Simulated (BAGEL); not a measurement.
# HF/6-31G(d) (density fitting with cc-pvqz-jkfit, spherical functions) run of BBr2F (SMILES FB(Br)Br)

Aim: the vertical ionisation energy of BBr2F at HF/6-31G* (density fitting with cc-pvqz-jkfit, spherical functions), from 2 runs. 

Program for the calculation: BAGEL 1.2.2.

6 further runs of the same task are left out: 6 set aside as unsound or not needed.

## (1) The molecule

The species is BBr2F (4 atoms), meant as a singlet with charge 0. SMILES: `FB(Br)Br`. The shape is that of a PBE0-D4/def2-TZVP optimisation.

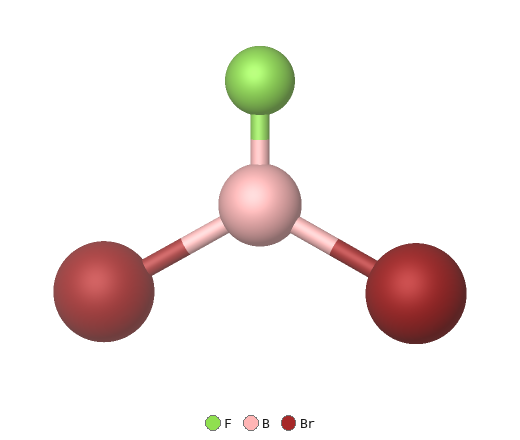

The structure, seen from a chosen angle (fluorine green, boron pink, bromine red).

## (2) The energy at HF/6-31G(d) (density fitting with cc-pvqz-jkfit, spherical functions)

job.json

```json
{ "bagel": [

{
  "title": "molecule",
  "basis": "6-31gs.json",
  "df_basis": "cc-pvqz-jkfit",
  "angstrom": true,
  "geometry": [
    { "atom": "F", "xyz": [    1.316550,    0.465960,    0.364370 ] },
    { "atom": "B", "xyz": [    0.123960,    0.043770,    0.034160 ] },
    { "atom": "Br", "xyz": [   -0.483040,   -1.629420,    0.701450 ] },
    { "atom": "Br", "xyz": [   -0.957470,    1.119690,   -1.099980 ] }
  ]
},
{ "title": "hf" },
{ "title": "print", "file": "orbitals.molden", "orbitals": true }

]}
```

The basis set 6-31G* is read from a file made from the Basis Set Exchange's data (not shown).

Started as:

```
BAGEL_NUM_THREADS=1 BAGEL job.json > job.out
```

Log:

```text
* using 1 threads per process

  ===============================================================
  ===============================================================

  *** Geometry ***

  { "atom" : "F", "xyz" : [      2.487919,      0.880537,      0.688560 ] },
  { "atom" : "B", "xyz" : [      0.234250,      0.082713,      0.064553 ] },
  { "atom" : "Br", "xyz" : [     -0.912813,     -3.079158,      1.325548 ] },
  { "atom" : "Br", "xyz" : [     -1.809356,      2.115907,     -2.078661 ] },

  Number of auxiliary basis functions:      648

  Since a DF basis is specified, we compute 2- and 3-index integrals:
    o Being stored without compression. Storage requirement is 0.044 GB

  Number of basis functions:       92
  Number of electrons      :       84

    * METHOD: MOLECULE                             0.50

  *** RHF ***

  === Nuclear Repulsion ===
   430.6630164203

      * DIIS with orbital gradients will be used.

  === RHF iteration (6-31gs.json) ===
      0      -5268.34676915          0.01283572           0.23
      1      -5268.41729364          0.00847580           0.22
      2      -5268.45438359          0.00081453           0.22
      3      -5268.45523545          0.00017101           0.22
      4      -5268.45525959          0.00005838           0.22
      5      -5268.45526322          0.00001361           0.20
      6      -5268.45526359          0.00000422           0.20
      7      -5268.45526362          0.00000141           0.21
      8      -5268.45526362          0.00000053           0.22
      9      -5268.45526362          0.00000020           0.22
     10      -5268.45526362          0.00000005           0.22
     11      -5268.45526362          0.00000002           0.22
     12      -5268.45526362          0.00000001           0.21
    * SCF iteration converged.

    * Permanent dipole moment:
           (    0.046806,     0.016732,     0.013137) a.u.

    * METHOD: HF                                   3.13

    * METHOD: PRINT                                0.01

  ===============================================================
```

Run time: 3.9 s. Hardware: 1 thread of Arm Neoverse V2, shared host; peak memory 0.19 GiB.

## (3) The doublet cation

hf.json

```json
{ "bagel": [

{
  "title": "molecule",
  "basis": "6-31gs.json",
  "df_basis": "cc-pvqz-jkfit",
  "angstrom": true,
  "geometry": [
    { "atom": "F", "xyz": [    1.316550,    0.465960,    0.364370 ] },
    { "atom": "B", "xyz": [    0.123960,    0.043770,    0.034160 ] },
    { "atom": "Br", "xyz": [   -0.483040,   -1.629420,    0.701450 ] },
    { "atom": "Br", "xyz": [   -0.957470,    1.119690,   -1.099980 ] }
  ]
},
{ "title": "uhf", "charge": 1, "nopen": 1 },
{ "title": "print", "file": "orbitals.molden", "orbitals": true }

]}
```

The basis set 6-31G* is read from a file made from the Basis Set Exchange's data (not shown).

Started as:

```
BAGEL_NUM_THREADS=1 BAGEL hf.json > hf.out
```

Log:

```text
* using 1 threads per process

  ===============================================================
  ===============================================================

  *** Geometry ***

  { "atom" : "F", "xyz" : [      2.487919,      0.880537,      0.688560 ] },
  { "atom" : "B", "xyz" : [      0.234250,      0.082713,      0.064553 ] },
  { "atom" : "Br", "xyz" : [     -0.912813,     -3.079158,      1.325548 ] },
  { "atom" : "Br", "xyz" : [     -1.809356,      2.115907,     -2.078661 ] },

  Number of auxiliary basis functions:      648

  Since a DF basis is specified, we compute 2- and 3-index integrals:
    o Being stored without compression. Storage requirement is 0.044 GB

  Number of basis functions:       92
  Number of electrons      :       84

    * METHOD: MOLECULE                             0.46

  *** Open-shell HF ***

  === Nuclear Repulsion ===
   430.6630164203

      * DIIS with orbital gradients will be used.

  === UHF iteration (6-31gs.json) ===
      0      -5267.91803133          0.02813336           0.38
      1      -5268.00711688          0.01927993           0.38
      2      -5268.03676935          0.01241680           0.40
      3      -5268.05729480          0.00054847           0.39
      4      -5268.05757377          0.00013549           0.41
      5      -5268.05759769          0.00004811           0.41
      6      -5268.05760642          0.00002299           0.41
      7      -5268.05760901          0.00001432           0.41
      8      -5268.05760972          0.00001021           0.38
      9      -5268.05761025          0.00000535           0.38
     10      -5268.05761040          0.00000259           0.37
     11      -5268.05761042          0.00000147           0.37
     12      -5268.05761043          0.00000081           0.37
     13      -5268.05761043          0.00000081           0.36
     14      -5268.05761043          0.00000083           0.40
     15      -5268.05761043          0.00000071           0.38
     16      -5268.05761043          0.00000039           0.41
     17      -5268.05761043          0.00000032           0.40
     18      -5268.05761043          0.00000025           0.40
     19      -5268.05761043          0.00000017           0.41
     20      -5268.05761043          0.00000008           0.38
     21      -5268.05761043          0.00000005           0.35
     22      -5268.05761043          0.00000005           0.36
     23      -5268.05761043          0.00000005           0.37
     24      -5268.05761043          0.00000005           0.37
     25      -5268.05761043          0.00000004           0.36
     26      -5268.05761043          0.00000002           0.39
     27      -5268.05761043          0.00000002           0.38
     28      -5268.05761043          0.00000001           0.40
     29      -5268.05761043          0.00000001           0.41
    * SCF iteration converged.

    * S^2 (UHF) is 0.7799

    * Permanent dipole moment:
           (    0.296907,     0.105335,     0.082326) a.u.

    * METHOD: UHF                                 11.91

    * METHOD: PRINT                                0.01

  ===============================================================
```

Run time: 13 s. Hardware: 1 thread of Arm Neoverse V2, shared host; peak memory 0.19 GiB.

## (4) What came out

At HF/6-31G* (density fitting with cc-pvqz-jkfit, spherical functions):

```
                                          quantity           value
                       singlet BBr2F: total energy  -5268.45526 Eh
                      singlet BBr2F: dipole moment          0.13 D
                        singlet BBr2F: HOMO energy       -11.59 eV
                        singlet BBr2F: LUMO energy         2.66 eV
                      singlet BBr2F: HOMO–LUMO gap        14.25 eV
                      doublet cation: total energy  -5268.05761 Eh
                              doublet cation: ⟨S²⟩           0.780
vertical ionisation energy (to the doublet cation)       10.821 eV
```

What this shows: The vertical ionisation energy comes to 10.82 eV (250 kcal/mol). The negative HOMO energy of the first species, 11.59 eV, lies 0.77 eV above that difference.
